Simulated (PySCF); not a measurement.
**CH$_{10}$GeOSi$_{2}$ (SMILES CO[SiH2][SiH2][GeH3]): density, localisation and related maps**

Input file:

```
{"job": {"kind": "uv", "xc": "wB97X-D", "basis": "def2-SVPD", "nstates": 8, "ntriplets": 3}, "charge": 0, "multiplicity": 1}
C     -3.187147    -0.385874     0.125057
O     -1.815185    -0.575849    -0.025932
Si    -0.635981     0.536296     0.051211
Si     1.174479    -0.830567    -0.316452
Ge     3.121755     0.451831    -0.460655
H     -3.418322    -0.022500     1.128976
H     -3.560067     0.339625    -0.601159
H     -3.684755    -1.343049    -0.033875
H     -0.679303     1.242539     1.344201
H     -0.872698     1.600519    -0.941377
H      1.412319    -1.822419     0.744230
H      1.106295    -1.631271    -1.548536
H      3.473172     1.265322     0.753796
H      4.396113    -0.305925    -0.705338
H      3.164911     1.489310    -1.547369
```

Command:

```sh
OMP_NUM_THREADS=1 python probes_run.py task.json out
```

Geometry: GFN2-xTB.

The calculation used PySCF 2.14.0, wB97X-D/def2-SVPD, SCF density, gas phase.

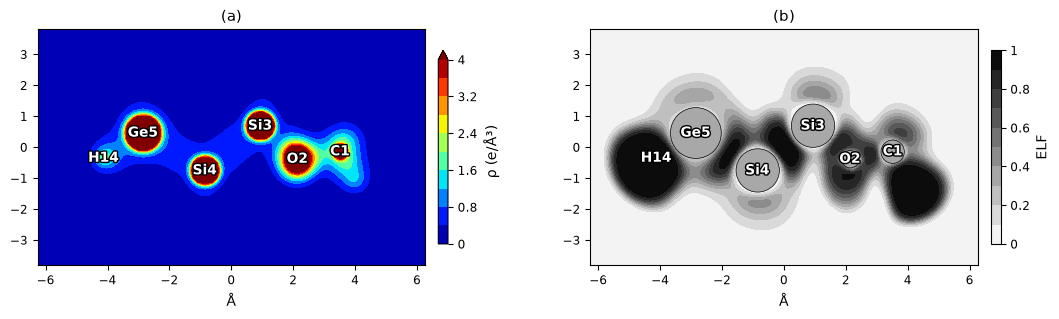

Figure 1. (a) total electron density; (b) electron localisation function on the plane of atoms Si3, Si4 and Ge5. Grey discs cover the atomic cores in the ELF map.

Q: Describe what can be read from this map.

A:
- The plane passes through C, O, Si, Ge and H nuclei.
- C–O (1.39 Å): ρ at the midpoint is about 2.1 e/Å³, with its minimum of 1.7 e/Å³ about 0.5 Å from C; the ELF peaks at about 0.90 between the atoms; a polar covalent bond.
- Si–O (1.62 Å): ρ is about 1.2 e/Å³ halfway; the ELF peaks at about 0.85 between the atoms: a polar covalent bond.
- Si–Si (2.30 Å): ρ is about 0.7 e/Å³ halfway; the ELF peaks at about 1 between the atoms (localised, covalent bonding).
- Si–Ge (2.34 Å): ρ at the midpoint is about 0.64 e/Å³; the ELF peaks at about 0.95 between the atoms; localised, covalent bonding.
- Ge–H (1.50 Å): ρ is about 1.1 e/Å³ halfway; the ELF climbs to about 1 towards the hydrogen.
- The ELF also peaks beside O2, away from the bonds: lone-pair regions.

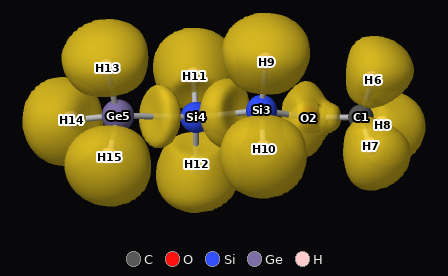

Figure 2. Isosurface of the ELF at 0.75 (yellow), seen from one side. Core shells and regions of very low density are left out.

Q: Describe the localisation domains.

A: The ELF exceeds this value in one region between bonded Ge–Si atoms (shared pairs), one region between bonded Si–Si atoms (shared pairs), ten regions around hydrogen nuclei and one region on O in which the atom's valence shell and bonds are merged.

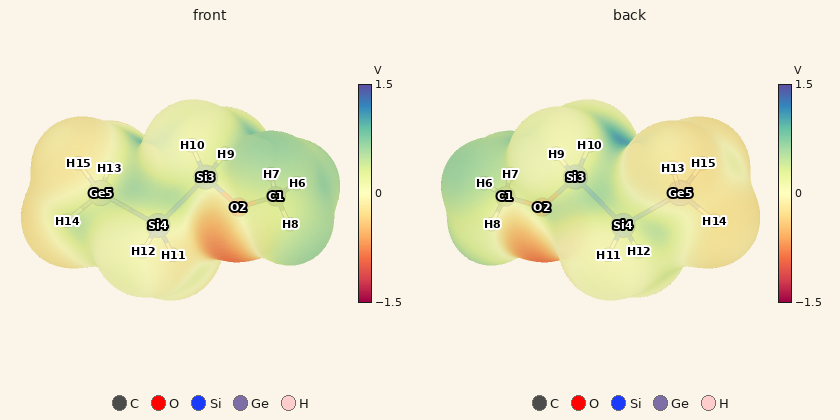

Figure 3. The electrostatic potential painted on the density surface at 0.001 e/bohr³, seen from the front and from behind; the colour scale runs from red (negative) to blue (positive).

Q: Which sites attract a positive test charge, and which a negative one?

A: A positive charge is drawn to the negative regions and a negative charge to the positive ones. The most negative region (about −0.8 V) lies over O2, the most positive (about +1.0 V) over Si3 and Ge5.

Q: What dipole moment does the calculation give?

A: Its dipole moment is 1.97 D.
